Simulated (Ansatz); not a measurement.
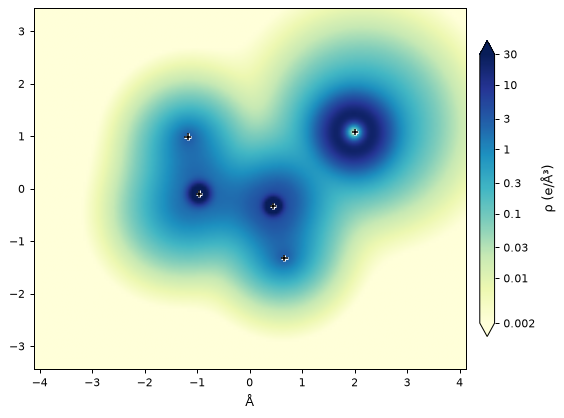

The electron density on a plane through atoms (crosses mark nuclei in the plane).

All numbers below come from isolated molecule in a Gaussian basis; Kohn-Sham density functional theory, functional PBE0 (Ansatz).

Candidates:
A. CHClSi (charge +1, doublet)
B. CH₄InN
C. C₂H₂BNa

Which system is this?

Candidate B: CH₄InN on the plane of atoms N3, C1 and H4, which holds C, In, N and H. C–N (1.44 Å): the density is about 2 e/Å³ at the midpoint. In–N (2.10 Å): ρ at the midpoint is about 0.66 e/Å³.
